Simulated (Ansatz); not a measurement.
```xyz
14

C    -1.3334    0.0450   -1.3475
C    -0.6003    0.9509   -0.3659
B     0.7672    0.2887    0.1815
Ga    0.7027   -1.5937    1.1679
C     1.5381    1.0157    1.2184
O     2.1233    1.5182    2.0577
H    -2.2398    0.5211   -1.7309
H    -0.7002   -0.1993   -2.2048
H    -1.6273   -0.8991   -0.8820
H    -0.3646    1.8983   -0.8624
H    -1.2689    1.2062    0.4627
H    -0.4794   -2.5797    0.8347
H     1.8752   -2.0937    2.0960
H     1.6073   -0.0787   -0.6255
```

Geometry: PBE0-D4/def2-TZVP.

Level of theory: RKS PBE0-D4/def2-TZVPP in Ansatz.

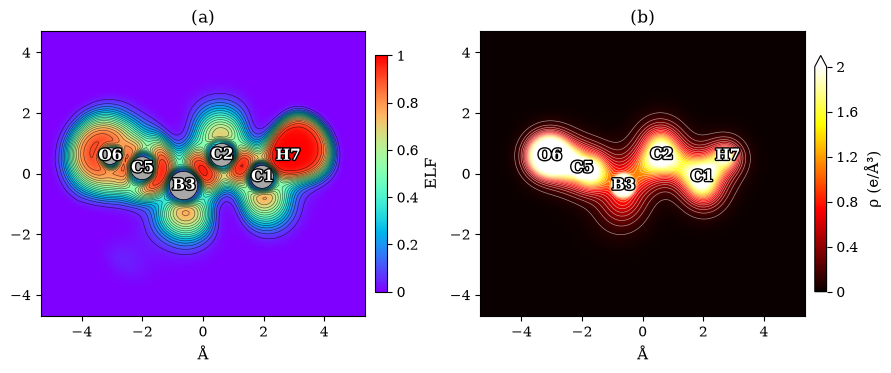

C3H8BGaO. (a) ELF; (b) total electron density on the plane of atoms C2, B3 and C5. Grey discs cover the atomic cores in the ELF map.

Read the bonding off the picture.

Answer.
- The section cuts through C, B, O and H sites.
- C–O (1.14 Å): ρ at the midpoint is about 4 e/Å³; the ELF peaks at about 0.85 between the atoms; a multiple bond.
- C–B (1.48 Å): ρ is about 1.5 e/Å³ halfway; the ELF peaks at about 0.95 between the atoms; localised, covalent bonding.
- C–C (1.52 Å): ρ is about 1.6 e/Å³ halfway; the ELF peaks at about 0.95 between the atoms, as expected for a covalent bond.
- C–H (1.09 Å): the density is about 2 e/Å³ at the midpoint; the ELF climbs to about 1 towards the hydrogen, as it does in any bond to H: a covalent bond by its length.
- C–B (1.62 Å): the density is about 1.3 e/Å³ at the midpoint; the ELF peaks at about 0.95 between the atoms (a covalent bond).
- The ELF also peaks beside O6, away from the bonds: lone-pair regions.
